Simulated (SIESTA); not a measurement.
Band structure of NiSi2 (Fm-3m, 3 atoms in the cell).

```yaml
crystal:
  lattice:
    - [0.00000, 2.73638, 2.73638]
    - [2.73638, 0.00000, 2.73638]
    - [2.73638, 2.73638, 0.00000]
  atoms:
    - { symbol: Si, position: [0.25000, 0.25000, 0.25000] }
    - { symbol: Si, position: [0.75000, 0.75000, 0.75000] }
    - { symbol: Ni, position: [0.00000, 0.00000, 0.00000] }
```

Method: GGA PBE, numerical atomic orbitals DZP, PseudoDojo PBE standard norm-conserving potentials (rewritten from UPF to PSML) (SIESTA).

Settings: XC.functional = GGA; XC.authors = PBE; potentials = PseudoDojo PBE standard; PAO.BasisSize = DZP; PAO.EnergyShift = 0.01 Ry; MeshCutoff = 350 Ry; kgrid.MonkhorstPack = 14 14 14; OccupationFunction = FD; ElectronicTemperature = 0.05 eV; MaxSCFIterations = 150; SCF.Mixer.Method = Broyden; SCF.Mixer.Weight = 0.25; SCF.Mixer.History = 6; SCF.DM.Tolerance = 1.0E-05.

The starting cell has typed, rounded lattice constants, without a prior relaxation at this level. Its lattice was rescaled by a random factor within 2.5 % of one. Spin polarisation is off. Values carry the incompleteness of an atom-centred basis.

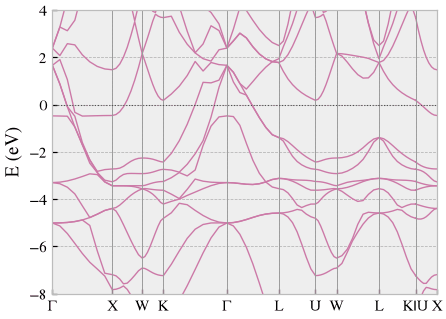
Fig. 1. Bands along the path, energies from the Fermi level.

Levels in eV from the Fermi level, bands 10 to 15:
```csv
point,10,11,12,13,14,15
Γ,-3.30,-0.48,1.66,1.66,1.66,2.39
X,-3.43,-3.43,-3.27,-2.72,-0.46,1.47
W,-3.56,-3.43,-2.92,-2.26,2.16,2.16
K,-3.62,-3.25,-2.74,-2.43,0.18,3.68
L,-3.12,-3.12,-1.39,-1.39,1.78,1.78
U,-3.62,-3.25,-2.74,-2.43,0.18,3.68
```

Bands cross the Fermi level along this path, so the cell is metallic at this level.

Higher empty bands are left out: an atom-centred basis made for the valence describes them poorly.
